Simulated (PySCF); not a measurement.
SMILES CC(C)(C)[Si](F)(Cl)Cl, GFN2-xTB optimised geometry. Atoms within 1.6 Å of the plane z = 0.8 Å (x, y, z in Å): C2 (0.54, 0.10, 0.00), C3 (1.06, -1.34, 0.12), C4 (1.06, 0.91, 1.19), Si5 (-1.38, 0.10, 0.00), F6 (-1.86, -0.57, 1.39), Cl8 (-2.17, 1.94, 0.00), H12 (0.73, -1.95, -0.72), H13 (0.70, -1.81, 1.04), H14 (2.15, -1.34, 0.14), H15 (2.15, 0.89, 1.20), H16 (0.74, 1.95, 1.13), H17 (0.70, 0.50, 2.13).

Computed with PBE0/def2-SVP in PySCF.

Map of the log10 of the electron density (e/bohr³), floored at −4 on the plane z = 0.8 Å:

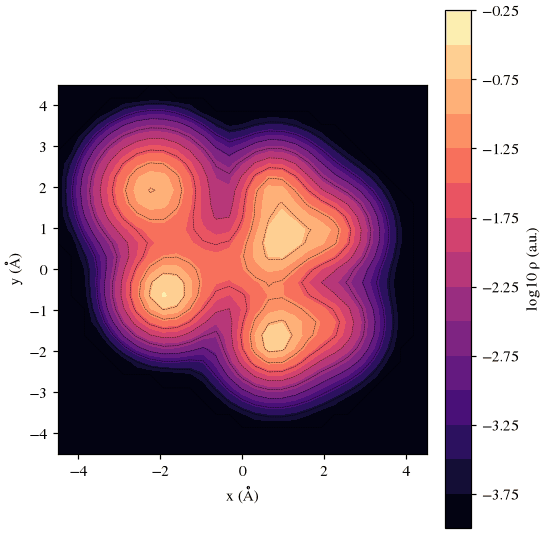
Figure: Log10 of the electron density (e/bohr³), floored at −4 on the plane z = 0.8 Å.
